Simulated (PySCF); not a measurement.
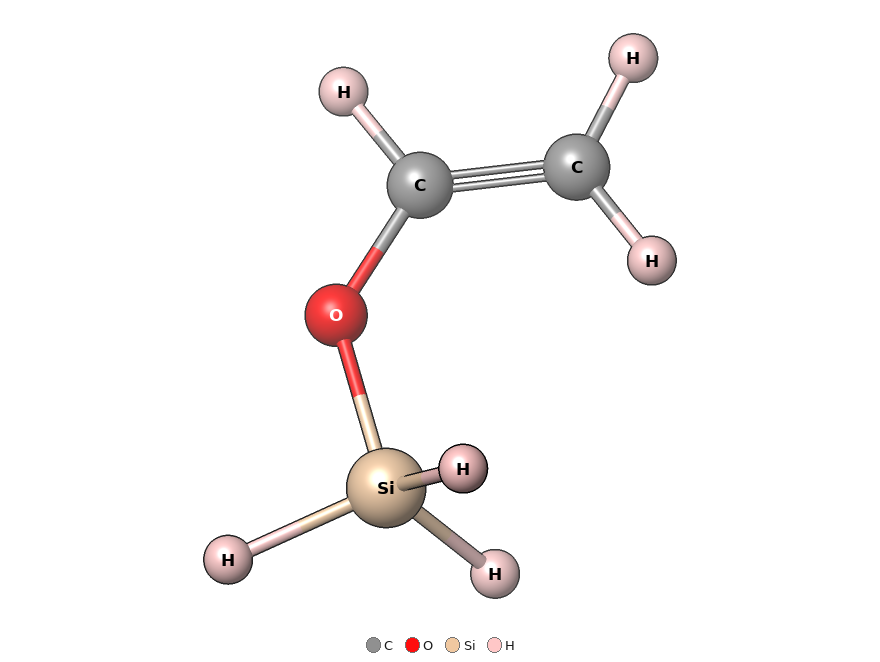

Orthographic view. Atoms fade into the background with distance from the viewer. Computed geometry: GFN2-xTB optimisation. No frequency run is at hand to confirm it as a minimum.

Give the standard InChI.

InChI=1S/C2H6OSi/c1-2-3-4/h2H,1H2,4H3
